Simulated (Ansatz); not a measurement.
**Run report: Si3H8O3, geometry relaxation (part 3 of 3)**

The same run, continued: Si3H8O3; RKS PBE/6-31G (Ansatz 0.2.0). It belongs to a series of runs on one base structure; here: start relaxed.

Geometry of the input (Å):
```
Si 0.0000  0.0000  0.0000
H  0.0000  0.0000  1.4600
O  1.5842  0.0000  -0.5594
Si 2.4906  -1.3762  -0.8866
H  1.6598  -2.3521  -1.5857
H  3.6318  -1.0202  -1.7249
H  2.9691  -1.9538  0.3660
O  -0.7913  1.3709  -0.5594
Si -2.4002  1.4263  -1.0396
H  -3.2124  0.6421  -0.1138
H  -2.8620  2.8114  -1.0378
H  -2.5267  0.8736  -2.3850
O  -0.7913  -1.3709  -0.5594
H  -1.2459  -1.8365  0.2129
```

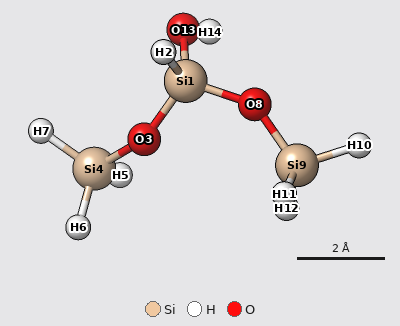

Figure 1. The geometry at step 30 of the log (ball-and-stick view, seen at a tilt; atoms are numbered from 1 in the order of the input).

Trajectory as extended XYZ, continued:
```
14
Properties=species:S:1:pos:R:3:forces:R:3 step=22 energy=-29883.10097
Si   -0.1737   -0.2207    0.7225    0.0091   0.0108   0.0257
H     0.1838    0.5491    1.9557   -0.0074  -0.0110  -0.0032
O     1.1499   -0.1793   -0.3452   -0.0004  -0.0136  -0.0209
Si    2.2281   -1.1518   -1.2874    0.0073   0.0030  -0.0061
H     1.4612   -1.9891   -2.2952    0.0024   0.0006   0.0098
H     3.1480   -0.2040   -2.0213   -0.0054  -0.0032   0.0035
H     3.0386   -2.0738   -0.3990   -0.0031   0.0083  -0.0038
O    -1.5528    0.4262   -0.0391    0.0009   0.0008  -0.0134
Si   -2.1403    1.3501   -1.3779   -0.0058   0.0094   0.0007
H    -3.6465    1.2271   -1.3743    0.0099   0.0039   0.0024
H    -1.7437    2.8063   -1.2356    0.0008  -0.0074   0.0033
H    -1.5925    0.8179   -2.6885   -0.0011  -0.0033   0.0016
O    -0.5315   -1.8488    1.1805   -0.2392  -0.1008  -0.1072
H    -1.3228   -2.2945    0.7920    0.2323   0.1024   0.1077
14
Properties=species:S:1:pos:R:3:forces:R:3 step=23 energy=-29883.10325
Si   -0.1868   -0.2210    0.7281    0.0042  -0.0763  -0.1453
H     0.1622    0.5510    1.9593    0.0248   0.0100   0.0078
O     1.1337   -0.2015   -0.3515   -0.0642   0.0297   0.0786
Si    2.2312   -1.1556   -1.2882   -0.0524   0.0182   0.0340
H     1.4698   -2.0311   -2.2659    0.0121  -0.0121  -0.0131
H     3.1165   -0.1978   -2.0491    0.0025   0.0058  -0.0093
H     3.0764   -2.0389   -0.3944    0.0089  -0.0039   0.0062
O    -1.5612    0.4132   -0.0554    0.0590   0.0082   0.0565
Si   -2.1385    1.3624   -1.3786    0.0060  -0.0299  -0.0150
H    -3.6454    1.2651   -1.3654   -0.0103   0.0114  -0.0047
H    -1.7135    2.8086   -1.2274    0.0048   0.0137  -0.0015
H    -1.6065    0.8233   -2.6925   -0.0067   0.0158  -0.0151
O    -0.5616   -1.8349    1.2181   -0.0139   0.0140  -0.0042
H    -1.2705   -2.3283    0.7502    0.0251  -0.0046   0.0251
14
Properties=species:S:1:pos:R:3:forces:R:3 step=25 energy=-29883.10642
Si   -0.2083   -0.2378    0.7250   -0.0006   0.0302  -0.0198
H     0.1788    0.5203    1.9536   -0.0006  -0.0075   0.0166
O     1.0869   -0.2229   -0.3792   -0.0041  -0.0118  -0.0080
Si    2.2256   -1.1479   -1.2898    0.0040  -0.0093  -0.0027
H     1.5135   -2.0737   -2.2595   -0.0027   0.0023   0.0011
H     3.0805   -0.1724   -2.0643   -0.0036   0.0020   0.0012
H     3.0983   -1.9847   -0.3759    0.0014   0.0091   0.0056
O    -1.5713    0.4425   -0.0347   -0.0022  -0.0031  -0.0002
Si   -2.1317    1.3764   -1.3773    0.0030  -0.0103  -0.0146
H    -3.6410    1.3150   -1.3637   -0.0007   0.0062   0.0095
H    -1.6740    2.8161   -1.2556    0.0016  -0.0003   0.0070
H    -1.6188    0.8083   -2.6871    0.0019  -0.0013  -0.0005
O    -0.5884   -1.8387    1.2397   -0.0192  -0.0305  -0.0078
H    -1.2442   -2.3860    0.7561    0.0219   0.0243   0.0124
14
Properties=species:S:1:pos:R:3:forces:R:3 step=26 energy=-29883.10669
Si   -0.2114   -0.2380    0.7203    0.0105   0.0209  -0.0405
H     0.1906    0.5106    1.9507   -0.0020  -0.0080   0.0102
O     1.0639   -0.2148   -0.4090   -0.0088  -0.0094   0.0206
Si    2.2210   -1.1466   -1.2900    0.0033   0.0019  -0.0061
H     1.5255   -2.0898   -2.2534   -0.0047  -0.0059  -0.0079
H     3.0805   -0.1775   -2.0673   -0.0049   0.0025  -0.0005
H     3.0864   -1.9641   -0.3531    0.0100   0.0003   0.0127
O    -1.5819    0.4471   -0.0218   -0.0046  -0.0006   0.0078
Si   -2.1305    1.3782   -1.3726   -0.0026  -0.0074  -0.0167
H    -3.6402    1.3246   -1.3637    0.0006   0.0058   0.0080
H    -1.6663    2.8161   -1.2544    0.0027  -0.0002   0.0075
H    -1.6149    0.8029   -2.6782   -0.0007  -0.0024   0.0025
O    -0.5803   -1.8433    1.2311   -0.0157  -0.0125  -0.0066
H    -1.2365   -2.3908    0.7485    0.0169   0.0150   0.0091
14
Properties=species:S:1:pos:R:3:forces:R:3 step=27 energy=-29883.10719
Si   -0.2216   -0.2447    0.7124    0.0211   0.0351   0.0258
H     0.1875    0.4975    1.9464   -0.0084  -0.0154  -0.0186
O     1.0467   -0.2246   -0.4251   -0.0099  -0.0268   0.0136
Si    2.2253   -1.1486   -1.2861    0.0107   0.0142  -0.0168
H     1.5512   -2.1277   -2.2322    0.0135   0.0044   0.0267
H     3.0554   -0.1720   -2.0869   -0.0013  -0.0127   0.0049
H     3.1164   -1.9194   -0.3299   -0.0190   0.0093  -0.0178
O    -1.5913    0.4480   -0.0228    0.0019  -0.0185   0.0113
Si   -2.1318    1.3854   -1.3726   -0.0056   0.0189   0.0078
H    -3.6429    1.3692   -1.3434    0.0153  -0.0036  -0.0095
H    -1.6349    2.8134   -1.2556    0.0009  -0.0128  -0.0151
H    -1.6372    0.7919   -2.6786   -0.0154   0.0112   0.0039
O    -0.5930   -1.8472    1.2333   -0.0524  -0.0414  -0.0645
H    -1.2242   -2.4066    0.7284    0.0486   0.0381   0.0482
14
Properties=species:S:1:pos:R:3:forces:R:3 step=28 energy=-29883.10761
Si   -0.2291   -0.2504    0.7090    0.0168   0.0145   0.0535
H     0.1886    0.4752    1.9499   -0.0086  -0.0027  -0.0267
O     1.0304   -0.2312   -0.4374    0.0206  -0.0224  -0.0221
Si    2.2288   -1.1427   -1.2852    0.0012  -0.0501   0.0193
H     1.5750   -2.1640   -2.2043    0.0254   0.0523   0.0284
H     3.0399   -0.1643   -2.1044   -0.0177  -0.0224   0.0076
H     3.1346   -1.8818   -0.3145   -0.0266   0.0394  -0.0350
O    -1.5971    0.4568   -0.0152   -0.0052   0.0005  -0.0114
Si   -2.1325    1.3938   -1.3682   -0.0107   0.0175  -0.0175
H    -3.6442    1.4025   -1.3303    0.0285   0.0080   0.0090
H    -1.6038    2.8131   -1.2733   -0.0142  -0.0275  -0.0022
H    -1.6673    0.7832   -2.6778   -0.0023   0.0022   0.0169
O    -0.6034   -1.8524    1.2273   -0.0341  -0.0349  -0.0514
H    -1.2142   -2.4233    0.7118    0.0269   0.0256   0.0315
14
Properties=species:S:1:pos:R:3:forces:R:3 step=29 energy=-29883.10829
Si   -0.2286   -0.2538    0.7076    0.0074  -0.0213   0.0319
H     0.1819    0.4731    1.9499   -0.0056  -0.0070  -0.0180
O     1.0353   -0.2293   -0.4339    0.0194  -0.0103  -0.0108
Si    2.2343   -1.1428   -1.2786    0.0020  -0.0378  -0.0031
H     1.5815   -2.1757   -2.1846    0.0241   0.0355   0.0373
H     3.0318   -0.1716   -2.1189   -0.0137  -0.0090   0.0131
H     3.1546   -1.8586   -0.3050   -0.0284   0.0253  -0.0318
O    -1.5987    0.4465   -0.0197   -0.0055   0.0145  -0.0162
Si   -2.1342    1.3933   -1.3663   -0.0147   0.0245  -0.0178
H    -3.6448    1.4241   -1.3123    0.0238  -0.0011   0.0072
H    -1.5892    2.8067   -1.2775   -0.0048  -0.0271   0.0043
H    -1.6898    0.7799   -2.6817   -0.0022  -0.0028   0.0204
O    -0.6021   -1.8621    1.2125    0.0140   0.0419  -0.0185
H    -1.2263   -2.4151    0.6960   -0.0158  -0.0252   0.0019
14
Properties=species:S:1:pos:R:3:forces:R:3 step=30 energy=-29883.10904
Si   -0.2322   -0.2598    0.7018   -0.0250  -0.0292  -0.0100
H     0.1781    0.4597    1.9470    0.0017  -0.0030   0.0040
O     1.0311   -0.2301   -0.4403    0.0108   0.0013   0.0019
Si    2.2408   -1.1395   -1.2733    0.0005  -0.0246  -0.0004
H     1.5998   -2.1999   -2.1534    0.0216   0.0234   0.0208
H     3.0159   -0.1696   -2.1353   -0.0083  -0.0107   0.0064
H     3.1781   -1.8193   -0.2917   -0.0194   0.0166  -0.0237
O    -1.6022    0.4475   -0.0205    0.0163   0.0023   0.0104
Si   -2.1355    1.3983   -1.3651   -0.0033  -0.0062   0.0080
H    -3.6440    1.4575   -1.2850    0.0230   0.0073  -0.0113
H    -1.5585    2.7993   -1.2886   -0.0095  -0.0197  -0.0111
H    -1.7183    0.7603   -2.6778   -0.0133   0.0180   0.0103
O    -0.6077   -1.8722    1.1917    0.0355   0.0587   0.0100
H    -1.2397   -2.4174    0.6777   -0.0305  -0.0342  -0.0154
14
Properties=species:S:1:pos:R:3:forces:R:3 step=31 energy=-29883.10982
Si   -0.2397   -0.2721    0.6941   -0.0329  -0.0188  -0.0197
H     0.1751    0.4308    1.9465    0.0050   0.0070   0.0154
O     1.0210   -0.2338   -0.4509    0.0013  -0.0054   0.0041
Si    2.2500   -1.1344   -1.2651    0.0197  -0.0081  -0.0129
H     1.6359   -2.2372   -2.1113    0.0181   0.0218   0.0244
H     2.9890   -0.1655   -2.1602   -0.0059  -0.0198   0.0102
H     3.2158   -1.7562   -0.2716   -0.0316   0.0172  -0.0286
O    -1.6081    0.4511   -0.0160    0.0209  -0.0042   0.0086
Si   -2.1372    1.4043   -1.3609   -0.0095   0.0151  -0.0123
H    -3.6419    1.5191   -1.2518    0.0424  -0.0048  -0.0090
H    -1.5123    2.7869   -1.3154   -0.0122  -0.0323  -0.0069
H    -1.7690    0.7385   -2.6756   -0.0175   0.0202   0.0274
O    -0.6167   -1.8879    1.1674    0.0163   0.0277   0.0118
H    -1.2564   -2.4290    0.6583   -0.0140  -0.0157  -0.0124
14
Properties=species:S:1:pos:R:3:forces:R:3 step=32 energy=-29883.11019
Si   -0.2438   -0.2780    0.6923   -0.0203  -0.0027  -0.0125
H     0.1725    0.4183    1.9485    0.0021  -0.0001   0.0087
O     1.0161   -0.2343   -0.4537    0.0052  -0.0074  -0.0053
Si    2.2532   -1.1289   -1.2628    0.0219  -0.0174  -0.0014
H     1.6508   -2.2515   -2.0909    0.0134   0.0241   0.0180
H     2.9785   -0.1642   -2.1738   -0.0121  -0.0184   0.0159
H     3.2287   -1.7273   -0.2643   -0.0286   0.0206  -0.0301
O    -1.6099    0.4531   -0.0135    0.0164  -0.0047   0.0061
Si   -2.1356    1.4070   -1.3591   -0.0233   0.0124  -0.0192
H    -3.6376    1.5448   -1.2376    0.0449   0.0000  -0.0046
H    -1.4880    2.7795   -1.3289   -0.0139  -0.0339  -0.0063
H    -1.7946    0.7268   -2.6738   -0.0078   0.0205   0.0286
O    -0.6222   -1.8952    1.1576   -0.0038   0.0032   0.0025
H    -1.2626   -2.4356    0.6475    0.0061   0.0036  -0.0003
14
Properties=species:S:1:pos:R:3:forces:R:3 step=34 energy=-29883.11100
Si   -0.2590   -0.2952    0.6910    0.0176   0.0279   0.0129
H     0.1623    0.3754    1.9612   -0.0068  -0.0087  -0.0158
O     0.9973   -0.2404   -0.4595    0.0114  -0.0196  -0.0109
Si    2.2591   -1.1134   -1.2545   -0.0071  -0.0015  -0.0081
H     1.6917   -2.2854   -2.0366    0.0103   0.0161   0.0172
H     2.9331   -0.1546   -2.2092   -0.0032  -0.0090   0.0154
H     3.2689   -1.6364   -0.2499   -0.0139   0.0088  -0.0162
O    -1.6148    0.4624   -0.0040   -0.0009  -0.0022   0.0034
Si   -2.1279    1.4122   -1.3573   -0.0228   0.0210  -0.0247
H    -3.6149    1.6335   -1.1963    0.0251  -0.0004  -0.0010
H    -1.4093    2.7491   -1.3814   -0.0119  -0.0385  -0.0063
H    -1.8680    0.6830   -2.6642    0.0045   0.0208   0.0285
O    -0.6450   -1.9145    1.1370   -0.0236  -0.0381  -0.0023
H    -1.2677   -2.4609    0.6111    0.0213   0.0234   0.0080
14
Properties=species:S:1:pos:R:3:forces:R:3 step=35 energy=-29883.11128
Si   -0.2640   -0.3004    0.6910    0.0096   0.0186  -0.0029
H     0.1584    0.3620    1.9643   -0.0029  -0.0048  -0.0066
O     0.9901   -0.2427   -0.4620    0.0091  -0.0183  -0.0084
Si    2.2598   -1.1074   -1.2530   -0.0021  -0.0015   0.0052
H     1.7057   -2.2975   -2.0162    0.0057   0.0178   0.0035
H     2.9191   -0.1492   -2.2183   -0.0068  -0.0118   0.0073
H     3.2803   -1.6069   -0.2479   -0.0079   0.0085  -0.0073
O    -1.6173    0.4653   -0.0001   -0.0055  -0.0001   0.0090
Si   -2.1273    1.4137   -1.3556   -0.0004   0.0108  -0.0302
H    -3.6081    1.6647   -1.1812    0.0282  -0.0006  -0.0036
H    -1.3802    2.7340   -1.4021   -0.0197  -0.0290   0.0006
H    -1.8904    0.6683   -2.6579   -0.0072   0.0191   0.0270
O    -0.6529   -1.9210    1.1300   -0.0094  -0.0227   0.0071
H    -1.2674   -2.4683    0.5962    0.0093   0.0140  -0.0008
14
Properties=species:S:1:pos:R:3:forces:R:3 step=36 energy=-29883.11148
Si   -0.2671   -0.3040    0.6914    0.0022   0.0051  -0.0136
H     0.1562    0.3532    1.9663    0.0008   0.0004   0.0029
O     0.9855   -0.2459   -0.4633    0.0011  -0.0145  -0.0021
Si    2.2609   -1.1047   -1.2507    0.0051   0.0067   0.0001
H     1.7157   -2.3026   -2.0070    0.0045   0.0081   0.0065
H     2.9101   -0.1480   -2.2236   -0.0039  -0.0052   0.0035
H     3.2888   -1.5860   -0.2444   -0.0098   0.0010  -0.0060
O    -1.6192    0.4666    0.0029   -0.0055   0.0009   0.0047
Si   -2.1267    1.4135   -1.3549    0.0026   0.0196  -0.0236
H    -3.6019    1.6883   -1.1711    0.0240  -0.0076  -0.0028
H    -1.3628    2.7229   -1.4166   -0.0131  -0.0207   0.0048
H    -1.9087    0.6593   -2.6547   -0.0089   0.0078   0.0210
O    -0.6584   -1.9255    1.1268    0.0029  -0.0044   0.0119
H    -1.2667   -2.4726    0.5861   -0.0019   0.0028  -0.0072
14
Properties=species:S:1:pos:R:3:forces:R:3 step=37 energy=-29883.11167
Si   -0.2714   -0.3087    0.6906   -0.0046  -0.0054  -0.0165
H     0.1540    0.3412    1.9681    0.0035   0.0040   0.0084
O     0.9790   -0.2502   -0.4665   -0.0074  -0.0054   0.0007
Si    2.2633   -1.0994   -1.2486    0.0054  -0.0028   0.0077
H     1.7315   -2.3109   -1.9915    0.0016   0.0037  -0.0013
H     2.8994   -0.1444   -2.2311   -0.0008  -0.0007   0.0001
H     3.2971   -1.5601   -0.2391   -0.0037   0.0028  -0.0046
O    -1.6216    0.4694    0.0066    0.0026  -0.0013   0.0049
Si   -2.1250    1.4148   -1.3542   -0.0048   0.0134  -0.0076
H    -3.5925    1.7174   -1.1572    0.0162  -0.0033  -0.0013
H    -1.3380    2.7086   -1.4347   -0.0081  -0.0122   0.0020
H    -1.9372    0.6453   -2.6485   -0.0012   0.0017   0.0067
O    -0.6663   -1.9310    1.1217    0.0086   0.0105   0.0084
H    -1.2665   -2.4776    0.5715   -0.0073  -0.0050  -0.0076
14
Properties=species:S:1:pos:R:3:forces:R:3 step=38 energy=-29883.11177
Si   -0.2761   -0.3136    0.6895   -0.0045  -0.0021  -0.0004
H     0.1534    0.3304    1.9692    0.0013   0.0006   0.0013
O     0.9713   -0.2558   -0.4708   -0.0076  -0.0052  -0.0009
Si    2.2656   -1.0952   -1.2464    0.0061   0.0014  -0.0003
H     1.7483   -2.3179   -1.9812    0.0012   0.0014   0.0022
H     2.8896   -0.1403   -2.2367    0.0004   0.0012  -0.0002
H     3.3059   -1.5346   -0.2343   -0.0038  -0.0005  -0.0019
O    -1.6243    0.4724    0.0104    0.0074  -0.0036   0.0056
Si   -2.1238    1.4159   -1.3535   -0.0005   0.0026  -0.0004
H    -3.5833    1.7448   -1.1441    0.0067  -0.0005  -0.0033
H    -1.3153    2.6946   -1.4514   -0.0049  -0.0049  -0.0010
H    -1.9614    0.6316   -2.6420   -0.0015   0.0036   0.0019
O    -0.6751   -1.9358    1.1182    0.0012   0.0083  -0.0045
H    -1.2692   -2.4820    0.5605   -0.0015  -0.0022   0.0019
```
